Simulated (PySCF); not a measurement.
# SH3: a ladder of methods and rigid scans

Aim: at the PBE0 minimum of doublet SH3, found before, compare methods on energies and levels. Rigid scans about the minimum follow.

Computed with PySCF 2.14.0. Level: several methods, basis S def2-TZVP, H def2-TZVP, no relativity, density fitting.

### Step 1. Where the work starts

4 atoms, charge 0, spin multiplicity 2.

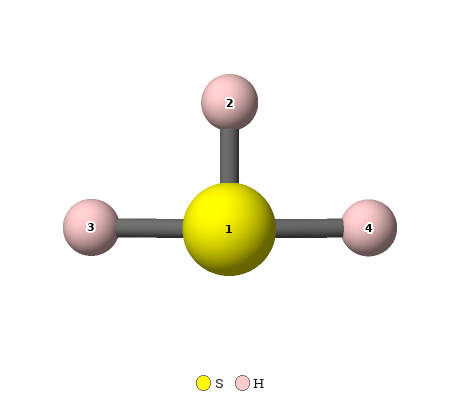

The starting geometry (sulfur yellow, hydrogen pink); atoms are numbered from 1 in the order of the file.

```xyz
4
charge 0 multiplicity 2
S     0.0000    0.0217   -0.0387
H     0.0000   -0.1111    1.2915
H     1.4595   -0.2864   -0.0304
H    -1.4595   -0.2864   -0.0304
```

### Step 2. PBE0

One driver script runs all steps and calls PySCF; scf.py shows the equivalent input of each level. Each SCF starts from the density of the minimum. The driver also runs the species with one electron less or more at the same geometry (one less: multiplicity 1, one more: multiplicity 1); their logs are not shown.

scf.py

```python
from pyscf import gto, scf, dft
mol = gto.M(atom='''
S      0.000000     0.021717    -0.038678
H      0.000000    -0.111058     1.291511
H      1.459485    -0.286373    -0.030358
H     -1.459485    -0.286373    -0.030358''',
    basis={'S': 'def2-TZVP', 'H': 'def2-TZVP'},
    charge=0, spin=1)
mf = dft.UKS(mol, xc='PBE0')
mf.grids.atom_grid = (99, 590)
aux = {'S': 'def2-universal-JKFIT', 'H': 'def2-universal-JKFIT'}
mf = mf.density_fit(auxbasis=aux)
mf.kernel()
```

Output:

```text
init E= -399.759655239481
[... the frontier-level lines of each cycle are left out ...]
cycle= 1 E= -399.75965523953  delta_E= -4.85e-11  |g|= 1.17e-06  |ddm|= 2.41e-05
Extra cycle  E= -399.759655239531  delta_E= -6.82e-13  |g|= 6.89e-07  |ddm|= 2.53e-06
converged SCF energy = -399.759655239531  <S^2> = 0.76115828  2S+1 = 2.0111273
```

This level, with the species of one electron less or more, needed 2.1 s of wall time on 4 threads, shared host.

| Property | Result |
| --- | --- |
| energy | -399.759655 Eh |
| one electron less (charge +1) | -399.451198 Eh (singlet, ⟨S²⟩ 0.00) |
| one electron more (charge -1) | -399.752926 Eh (singlet, ⟨S²⟩ 0.00) |
| Mulliken charge of S1 | -0.31 e |

### Step 3. CCSD(T)

Edit scf.py of step 2 so:

```diff
@@ -9,2 +9 @@
-mf = dft.UKS(mol, xc='PBE0')
-mf.grids.atom_grid = (99, 590)
+mf = scf.UHF(mol)
@@ -13,0 +13,3 @@
+from pyscf import cc
+mycc = cc.CCSD(mf, frozen=5).run()
+mycc.ccsd_t()
```

Output:

```text
init E= -399.166485413687
[... the frontier-level lines of each cycle are left out ...]
cycle= 1 E= -399.175016583417  delta_E= -0.00853  |g|= 0.0307  |ddm|= 0.092
cycle= 2 E= -399.175813664194  delta_E= -0.000797  |g|= 0.0128  |ddm|= 0.0444
cycle= 3 E= -399.176040700094  delta_E= -0.000227  |g|= 0.00639  |ddm|= 0.0193
cycle= 4 E= -399.176108287539  delta_E= -6.76e-05  |g|= 0.00258  |ddm|= 0.0141
cycle= 5 E= -399.176123201737  delta_E= -1.49e-05  |g|= 0.00104  |ddm|= 0.00657
cycle= 6 E= -399.176126802171  delta_E= -3.6e-06  |g|= 0.000442  |ddm|= 0.0033
cycle= 7 E= -399.17612763036  delta_E= -8.28e-07  |g|= 0.000186  |ddm|= 0.00168
cycle= 8 E= -399.176127779929  delta_E= -1.5e-07  |g|= 4.74e-05  |ddm|= 0.00087
cycle= 9 E= -399.176127786458  delta_E= -6.53e-09  |g|= 1.78e-05  |ddm|= 0.000168
cycle= 10 E= -399.176127787256  delta_E= -7.98e-10  |g|= 8.55e-06  |ddm|= 5.63e-05
Extra cycle  E= -399.176127787378  delta_E= -1.21e-10  |g|= 5.85e-06  |ddm|= 1.22e-05
converged SCF energy = -399.176127787378  <S^2> = 0.7944631  2S+1 = 2.0439796
CCSD nocc = (np.int64(5), np.int64(4)), nmo = (50, 50)
Init t2, MP2 energy = -0.192320889779103
UCCSD converged
E(UCCSD) = -399.3993680925103  E_corr = -0.2232403051327434
UCCSD(T) correction = -0.00840368912392055
```

This level, with the species of one electron less or more, took 12 s.

```
energy                                                              : -399.407772 Eh
one electron less (charge +1)                                       : -399.110188 Eh (singlet, ⟨S²⟩ 0.00)
one electron more (charge -1)                                       : -399.394444 Eh (singlet, ⟨S²⟩ 0.00)
MP2 correlation in its own fitting basis (same spin, opposite spin) : -0.19267 Eh (-0.04067, -0.15200)
CCSD, (T)                                                           : -0.22324, -0.00840 Eh; T1 0.017, D1 0.048
```

### Step 4. HF

Edit scf.py of step 3 so:

```diff
@@ -13,3 +12,0 @@
-from pyscf import cc
-mycc = cc.CCSD(mf, frozen=5).run()
-mycc.ccsd_t()
```

Output:

```text
init E= -399.166485413687
[... the frontier-level lines of each cycle are left out ...]
cycle= 1 E= -399.175016583417  delta_E= -0.00853  |g|= 0.0307  |ddm|= 0.092
cycle= 2 E= -399.175813664194  delta_E= -0.000797  |g|= 0.0128  |ddm|= 0.0444
cycle= 3 E= -399.176040700094  delta_E= -0.000227  |g|= 0.00639  |ddm|= 0.0193
cycle= 4 E= -399.176108287539  delta_E= -6.76e-05  |g|= 0.00258  |ddm|= 0.0141
cycle= 5 E= -399.176123201737  delta_E= -1.49e-05  |g|= 0.00104  |ddm|= 0.00657
cycle= 6 E= -399.176126802171  delta_E= -3.6e-06  |g|= 0.000442  |ddm|= 0.0033
cycle= 7 E= -399.17612763036  delta_E= -8.28e-07  |g|= 0.000186  |ddm|= 0.00168
cycle= 8 E= -399.176127779929  delta_E= -1.5e-07  |g|= 4.74e-05  |ddm|= 0.00087
cycle= 9 E= -399.176127786458  delta_E= -6.53e-09  |g|= 1.78e-05  |ddm|= 0.000168
cycle= 10 E= -399.176127787256  delta_E= -7.98e-10  |g|= 8.55e-06  |ddm|= 5.63e-05
Extra cycle  E= -399.176127787377  delta_E= -1.21e-10  |g|= 5.85e-06  |ddm|= 1.22e-05
converged SCF energy = -399.176127787377  <S^2> = 0.7944631  2S+1 = 2.0439796
```

This level, with the species of one electron less or more, took under 0.5 s.

- energy: -399.176128 Eh
- one electron less (charge +1): -398.884776 Eh (singlet, ⟨S²⟩ 0.00)
- one electron more (charge -1): -399.131255 Eh (singlet, ⟨S²⟩ 0.00)
- Mulliken charge of S1: -0.25 e

### Step 5. PBE

Edit scf.py of step 4 so:

```diff
@@ -9 +9,2 @@
-mf = scf.UHF(mol)
+mf = dft.UKS(mol, xc='PBE')
+mf.grids.atom_grid = (99, 590)
```

Output:

```text
init E= -399.726335097404
[... the frontier-level lines of each cycle are left out ...]
cycle= 1 E= -399.72753847897  delta_E= -0.0012  |g|= 0.00468  |ddm|= 0.0619
cycle= 2 E= -399.727548882249  delta_E= -1.04e-05  |g|= 0.00118  |ddm|= 0.00553
cycle= 3 E= -399.727549507663  delta_E= -6.25e-07  |g|= 0.0007  |ddm|= 0.00186
cycle= 4 E= -399.727549761024  delta_E= -2.53e-07  |g|= 0.000444  |ddm|= 0.00144
cycle= 5 E= -399.72754985498  delta_E= -9.4e-08  |g|= 6.69e-05  |ddm|= 0.000496
cycle= 6 E= -399.727549857323  delta_E= -2.34e-09  |g|= 3.3e-05  |ddm|= 8.37e-05
cycle= 7 E= -399.72754985811  delta_E= -7.87e-10  |g|= 3.51e-06  |ddm|= 4.44e-05
Extra cycle  E= -399.727549858109  delta_E= 5.12e-13  |g|= 4.23e-06  |ddm|= 8.56e-06
converged SCF energy = -399.727549858109  <S^2> = 0.75600275  2S+1 = 2.0059938
```

This level, with the species of one electron less or more, took 4.5 s.

| Quantity | Value |
| --- | --- |
| energy | -399.727550 Eh |
| one electron less (charge +1) | -399.421137 Eh (singlet, ⟨S²⟩ 0.00) |
| one electron more (charge -1) | -399.723020 Eh (singlet, ⟨S²⟩ 0.00) |
| Mulliken charge of S1 | -0.29 e |

### Step 6. r2SCAN

Edit scf.py of step 5 so:

```diff
@@ -9 +9 @@
-mf = dft.UKS(mol, xc='PBE')
+mf = dft.UKS(mol, xc='R2SCAN')
```

Output:

```text
init E= -399.874096229374
[... the frontier-level lines of each cycle are left out ...]
cycle= 1 E= -399.874581578501  delta_E= -0.000485  |g|= 0.00534  |ddm|= 0.0558
cycle= 2 E= -399.874588991543  delta_E= -7.41e-06  |g|= 0.00324  |ddm|= 0.01
cycle= 3 E= -399.874594531686  delta_E= -5.54e-06  |g|= 0.00163  |ddm|= 0.00585
cycle= 4 E= -399.874595804797  delta_E= -1.27e-06  |g|= 0.00032  |ddm|= 0.00203
cycle= 5 E= -399.874595902243  delta_E= -9.74e-08  |g|= 0.00019  |ddm|= 0.00077
cycle= 6 E= -399.874595929793  delta_E= -2.76e-08  |g|= 2.7e-05  |ddm|= 0.000218
cycle= 7 E= -399.874595930782  delta_E= -9.89e-10  |g|= 2.33e-06  |ddm|= 6.65e-05
Extra cycle  E= -399.874595930788  delta_E= -6.59e-12  |g|= 1.08e-06  |ddm|= 6.46e-06
converged SCF energy = -399.874595930788  <S^2> = 0.76188858  2S+1 = 2.0118534
```

This level, with the species of one electron less or more, needed 7.5 s of wall time on 4 threads, shared host.

```
energy                        : -399.874596 Eh
one electron less (charge +1) : -399.562922 Eh (singlet, ⟨S²⟩ 0.00)
one electron more (charge -1) : -399.866613 Eh (singlet, ⟨S²⟩ 0.00)
Mulliken charge of S1         : -0.29 e
```

### Step 7. B3LYP

Edit scf.py of step 6 so:

```diff
@@ -9 +9 @@
-mf = dft.UKS(mol, xc='R2SCAN')
+mf = dft.UKS(mol, xc='B3LYP')
```

Output:

```text
init E= -399.924758072883
[... the frontier-level lines of each cycle are left out ...]
cycle= 1 E= -399.925732510111  delta_E= -0.000974  |g|= 0.00493  |ddm|= 0.0694
cycle= 2 E= -399.925740262366  delta_E= -7.75e-06  |g|= 0.00308  |ddm|= 0.00927
cycle= 3 E= -399.925745799403  delta_E= -5.54e-06  |g|= 0.00145  |ddm|= 0.00555
cycle= 4 E= -399.925746725266  delta_E= -9.26e-07  |g|= 0.000202  |ddm|= 0.00145
cycle= 5 E= -399.925746795825  delta_E= -7.06e-08  |g|= 6.45e-05  |ddm|= 0.000483
cycle= 6 E= -399.925746802394  delta_E= -6.57e-09  |g|= 3.93e-05  |ddm|= 0.000157
cycle= 7 E= -399.925746803802  delta_E= -1.41e-09  |g|= 4.71e-06  |ddm|= 5.92e-05
cycle= 8 E= -399.925746803853  delta_E= -5.09e-11  |g|= 1.21e-06  |ddm|= 1.41e-05
Extra cycle  E= -399.925746803852  delta_E= 9.09e-13  |g|= 8.32e-07  |ddm|= 2.42e-06
converged SCF energy = -399.925746803852  <S^2> = 0.7589031  2S+1 = 2.0088834
```

This level, with the species of one electron less or more, took 4.4 s.

* energy: -399.925747 Eh
* one electron less (charge +1): -399.614935 Eh (singlet, ⟨S²⟩ 0.00)
* one electron more (charge -1): -399.923788 Eh (singlet, ⟨S²⟩ 0.00)
* Mulliken charge of S1: -0.24 e

### Step 8. TPSSh

Edit scf.py of step 7 so:

```diff
@@ -9 +9 @@
-mf = dft.UKS(mol, xc='B3LYP')
+mf = dft.UKS(mol, xc='TPSSH')
```

Output:

```text
init E= -399.925795031978
[... the frontier-level lines of each cycle are left out ...]
cycle= 1 E= -399.92623030159  delta_E= -0.000435  |g|= 0.00623  |ddm|= 0.0634
cycle= 2 E= -399.926237220616  delta_E= -6.92e-06  |g|= 0.00599  |ddm|= 0.0136
cycle= 3 E= -399.926254096792  delta_E= -1.69e-05  |g|= 0.000762  |ddm|= 0.0072
cycle= 4 E= -399.926254639916  delta_E= -5.43e-07  |g|= 0.000345  |ddm|= 0.00152
cycle= 5 E= -399.926254746892  delta_E= -1.07e-07  |g|= 0.000139  |ddm|= 0.000592
cycle= 6 E= -399.926254764296  delta_E= -1.74e-08  |g|= 2.64e-05  |ddm|= 0.000182
cycle= 7 E= -399.926254765246  delta_E= -9.5e-10  |g|= 4.35e-06  |ddm|= 6.34e-05
Extra cycle  E= -399.926254765276  delta_E= -3.03e-11  |g|= 3.11e-06  |ddm|= 1.02e-05
converged SCF energy = -399.926254765276  <S^2> = 0.76352679  2S+1 = 2.0134814
```

This level, with the species of one electron less or more, took 7.5 s.

* energy: -399.926255 Eh
* one electron less (charge +1): -399.614825 Eh (singlet, ⟨S²⟩ 0.00)
* one electron more (charge -1): -399.919206 Eh (singlet, ⟨S²⟩ 0.00)
* Mulliken charge of S1: -0.27 e

### Step 9. MP2

Edit scf.py of step 8 so:

```diff
@@ -9,2 +9 @@
-mf = dft.UKS(mol, xc='TPSSH')
-mf.grids.atom_grid = (99, 590)
+mf = scf.UHF(mol)
@@ -13,0 +13,2 @@
+from pyscf.mp import dfump2
+dfump2.DFUMP2(mf, frozen=5).kernel()  # the driver gives MP2 a fitting basis of its own (RI)
```

Output:

```text
init E= -399.166485413687
[... the frontier-level lines of each cycle are left out ...]
cycle= 1 E= -399.175016583417  delta_E= -0.00853  |g|= 0.0307  |ddm|= 0.092
cycle= 2 E= -399.175813664194  delta_E= -0.000797  |g|= 0.0128  |ddm|= 0.0444
cycle= 3 E= -399.176040700094  delta_E= -0.000227  |g|= 0.00639  |ddm|= 0.0193
cycle= 4 E= -399.176108287539  delta_E= -6.76e-05  |g|= 0.00258  |ddm|= 0.0141
cycle= 5 E= -399.176123201737  delta_E= -1.49e-05  |g|= 0.00104  |ddm|= 0.00657
cycle= 6 E= -399.176126802172  delta_E= -3.6e-06  |g|= 0.000442  |ddm|= 0.0033
cycle= 7 E= -399.17612763036  delta_E= -8.28e-07  |g|= 0.000186  |ddm|= 0.00168
cycle= 8 E= -399.176127779929  delta_E= -1.5e-07  |g|= 4.74e-05  |ddm|= 0.00087
cycle= 9 E= -399.176127786458  delta_E= -6.53e-09  |g|= 1.78e-05  |ddm|= 0.000168
cycle= 10 E= -399.176127787256  delta_E= -7.98e-10  |g|= 8.55e-06  |ddm|= 5.63e-05
Extra cycle  E= -399.176127787378  delta_E= -1.21e-10  |g|= 5.85e-06  |ddm|= 1.22e-05
converged SCF energy = -399.176127787378  <S^2> = 0.7944631  2S+1 = 2.0439796
```

This level, with the species of one electron less or more, took under 0.5 s.

| Item | Value |
| --- | --- |
| energy | -399.368802 Eh |
| one electron less (charge +1) | -399.072026 Eh (singlet, ⟨S²⟩ 0.00) |
| one electron more (charge -1) | -399.355541 Eh (singlet, ⟨S²⟩ 0.00) |
| MP2 correlation in its own fitting basis (same spin, opposite spin) | -0.19267 Eh (-0.04067, -0.15200) |

### Step 10. CAM-B3LYP

Edit scf.py of step 9 so:

```diff
@@ -9 +9,2 @@
-mf = scf.UHF(mol)
+mf = dft.UKS(mol, xc='CAMB3LYP')
+mf.grids.atom_grid = (99, 590)
@@ -13,2 +13,0 @@
-from pyscf.mp import dfump2
-dfump2.DFUMP2(mf, frozen=5).kernel()  # the driver gives MP2 a fitting basis of its own (RI)
```

Output:

```text
init E= -399.906839458982
[... the frontier-level lines of each cycle are left out ...]
cycle= 1 E= -399.907844400954  delta_E= -0.001  |g|= 0.00502  |ddm|= 0.068
cycle= 2 E= -399.907859595522  delta_E= -1.52e-05  |g|= 0.00113  |ddm|= 0.0105
cycle= 3 E= -399.907860483973  delta_E= -8.88e-07  |g|= 0.000402  |ddm|= 0.00263
cycle= 4 E= -399.907860596607  delta_E= -1.13e-07  |g|= 0.000112  |ddm|= 0.000782
cycle= 5 E= -399.907860608905  delta_E= -1.23e-08  |g|= 4.21e-05  |ddm|= 0.000345
cycle= 6 E= -399.907860610461  delta_E= -1.56e-09  |g|= 1.29e-05  |ddm|= 8.14e-05
cycle= 7 E= -399.907860610612  delta_E= -1.5e-10  |g|= 4.09e-06  |ddm|= 2.91e-05
Extra cycle  E= -399.907860610643  delta_E= -3.09e-11  |g|= 2.13e-06  |ddm|= 1.3e-05
converged SCF energy = -399.907860610643  <S^2> = 0.76257145  2S+1 = 2.0125322
```

This level, with the species of one electron less or more, needed 4 s of wall time on 4 threads, shared host.

- energy: -399.907861 Eh
- one electron less (charge +1): -399.598824 Eh (singlet, ⟨S²⟩ 0.00)
- one electron more (charge -1): -399.902075 Eh (singlet, ⟨S²⟩ 0.00)
- Mulliken charge of S1: -0.25 e

### Step 11. M06-L

Edit scf.py of step 10 so:

```diff
@@ -9 +9 @@
-mf = dft.UKS(mol, xc='CAMB3LYP')
+mf = dft.UKS(mol, xc='M06L')
```

Output:

```text
init E= -399.890485060321
[... the frontier-level lines of each cycle are left out ...]
cycle= 1 E= -399.893102787409  delta_E= -0.00262  |g|= 0.0121  |ddm|= 0.14
cycle= 2 E= -399.893139050017  delta_E= -3.63e-05  |g|= 0.0102  |ddm|= 0.0306
cycle= 3 E= -399.893199194706  delta_E= -6.01e-05  |g|= 0.00309  |ddm|= 0.0151
cycle= 4 E= -399.893203796129  delta_E= -4.6e-06  |g|= 0.000543  |ddm|= 0.00447
cycle= 5 E= -399.893203953594  delta_E= -1.57e-07  |g|= 0.000283  |ddm|= 0.00148
cycle= 6 E= -399.89320400378  delta_E= -5.02e-08  |g|= 3.74e-05  |ddm|= 0.0003
cycle= 7 E= -399.893204004676  delta_E= -8.96e-10  |g|= 6.24e-06  |ddm|= 7.86e-05
Extra cycle  E= -399.893204004697  delta_E= -2.11e-11  |g|= 3.82e-06  |ddm|= 1.16e-05
converged SCF energy = -399.893204004697  <S^2> = 0.75651177  2S+1 = 2.0065012
```

This level, with the species of one electron less or more, took 6.7 s.

```
energy                        : -399.893204 Eh
one electron less (charge +1) : -399.589648 Eh (singlet, ⟨S²⟩ 0.00)
one electron more (charge -1) : -399.890692 Eh (singlet, ⟨S²⟩ 0.00)
Mulliken charge of S1         : -0.21 e
```

### Step 12. Comparison of the levels

| level | atomisation energy (kJ/mol) | vertical ionisation energy (eV) | vertical electron affinity (eV) | −ε(HOMO) (eV) | gap (eV) | dipole (D) | wall time |
| --- | --- | --- | --- | --- | --- | --- | --- |
| PBE0 | 742 | 8.39 | -0.18 | 5.72 | 3.77 | 0.81 | 2.1 s |
| CCSD(T) | 691 | 8.10 | -0.36 | – | – | – | 12 s |
| HF | 459 | 7.93 | -1.22 | 8.77 | 10.77 | 0.81 | under 0.5 s |
| PBE | 762 | 8.34 | -0.12 | 4.59 | 1.57 | 0.78 | 4.5 s |
| r2SCAN | 764 | 8.48 | -0.22 | 4.94 | 2.39 | 0.82 | 7.5 s |
| B3LYP | 753 | 8.46 | -0.05 | 5.54 | 3.15 | 0.77 | 4.4 s |
| TPSSh | 778 | 8.47 | -0.19 | 5.29 | 2.93 | 0.80 | 7.5 s |
| MP2 | 665 | 8.08 | -0.36 | – | – | – | under 0.5 s |
| CAM-B3LYP | 747 | 8.41 | -0.16 | 6.97 | 6.06 | 0.79 | 4 s |
| M06-L | 732 | 8.26 | -0.07 | 4.63 | 1.59 | 0.78 | 6.7 s |

Times are for 4 threads, shared host; PBE0 starts from its own converged density, so its time is not comparable. A dash stands where a species or a free atom was not run at that level, or the quantity is not defined.

Atomisation goes to high-spin atoms in their ground configurations, run at the same level, without zero-point energy.

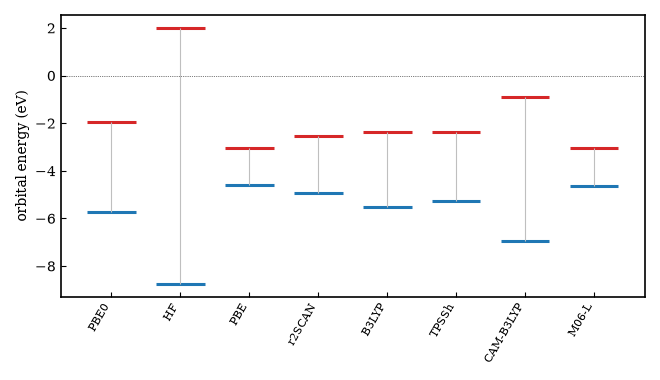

Highest occupied (blue) and lowest empty (red) levels by method.

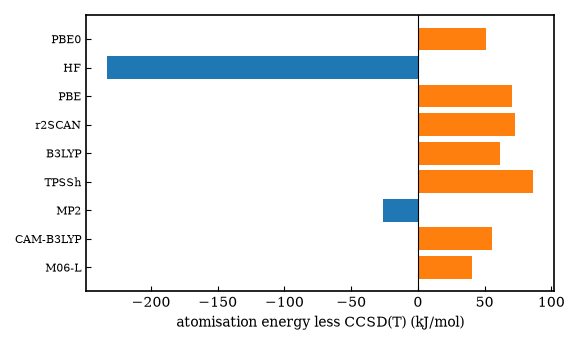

Deviation of the atomisation energy from CCSD(T).

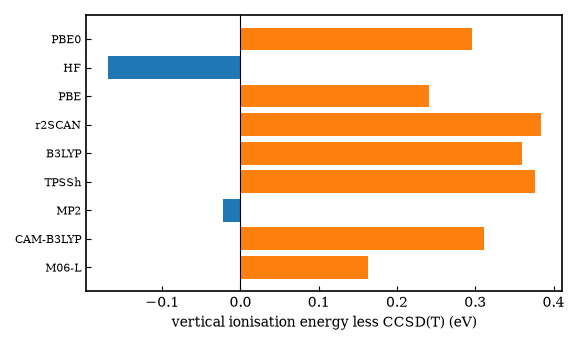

Deviation of the vertical ionisation energy from CCSD(T).

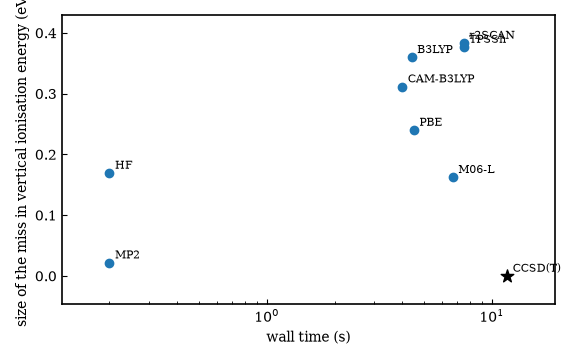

Cost against accuracy: time of each level and its distance from CCSD(T) in the vertical ionisation energy.

### Step 13. Breathing scan

A rigid scan with PBE0: all bonds to the central atom are scaled together. Each point starts from its neighbour's orbitals, and energies count from the minimum.

```csv
scale of all bonds to the centre,energy (kJ/mol),dipole size (D),⟨S²⟩
0.88,99.1,0.80,0.76
0.92,39.6,0.80,0.76
0.96,9.0,0.80,0.76
1.00,0.0,0.81,0.76
1.04,7.4,0.82,0.76
1.08,27.0,0.83,0.77
1.14,72.4,0.85,0.78
1.22,151.3,0.86,0.79
1.35,296.5,0.85,0.85
```

The scan took 8 s.

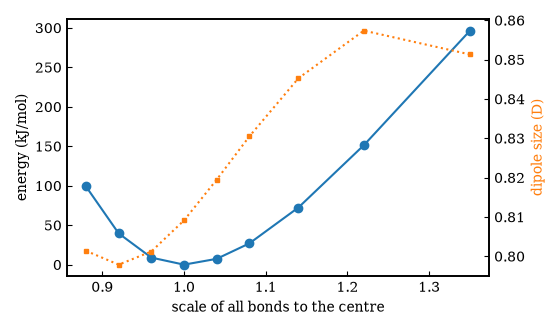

Energy (circles) and dipole moment (squares) along the scan.

### Step 14. Stretching one bond

A rigid scan with PBE0: the bond from S to the last atom (H) is scaled and the rest held.

```csv
scale of one bond,energy (kJ/mol),dipole size (D),⟨S²⟩
0.92,7.3,0.88,0.76
0.96,1.5,0.83,0.76
1.00,0.0,0.81,0.76
1.05,1.6,0.84,0.76
1.12,6.9,0.95,0.76
1.20,13.2,1.10,0.77
1.35,20.0,1.25,0.76
1.55,20.7,1.23,0.75
1.80,18.4,1.17,0.75
2.20,16.5,1.15,0.75
```

The scan needed 8.5 s of wall time on 4 threads, shared host.

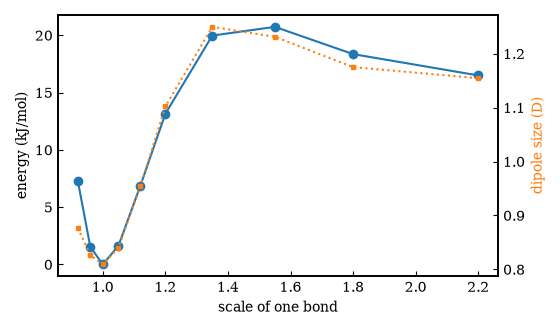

Energy (circles) and dipole moment (squares) along the scan.

### Step 15. What came out

```
                                 quantity                        value
atomisation energy, CCSD(T) in this basis                   691 kJ/mol
      vertical ionisation energy, CCSD(T)                      8.10 eV
               vertical electron affinity       negative in this basis
                       orbital gap, range  1.57 (PBE) to 10.77 (HF) eV
                                   T1, D1                 0.017, 0.048
                     T1, D1 of the cation                 0.012, 0.025
                      T1, D1 of the anion                 0.014, 0.032
                     all bonds 4 % longer                   7.4 kJ/mol
                     one bond 20 % longer                  13.2 kJ/mol
```

In words: In atomisation energy the functionals lie from +40 kJ/mol (M06-L) to +86 kJ/mol (TPSSh) against CCSD(T). In a basis of this size CCSD(T) binds too weakly, often by tens of kJ/mol, while functionals are nearer their limits, so this ranks no functional. HF lacks the correlation that pairing electrons in bonds brings, so it binds too weakly, by 233 kJ/mol even against this CCSD(T). For the vertical ionisation energy, MP2 comes nearest to CCSD(T) (-0.02 eV) and r2SCAN is farthest (+0.38 eV). A negative electron affinity (at CCSD(T)) reflects the basis more than the molecule, so no ranking is made on it; without diffuse functions even a bound anion can come out this way. PBE's −ε(HOMO), 4.6 eV, falls 3.5 eV short of the ionisation energy, while its energy difference gives 8.3 eV. The well is lopsided, 9.0 kJ/mol for 4 % shorter bonds against 7.4 for 4 % longer ones.
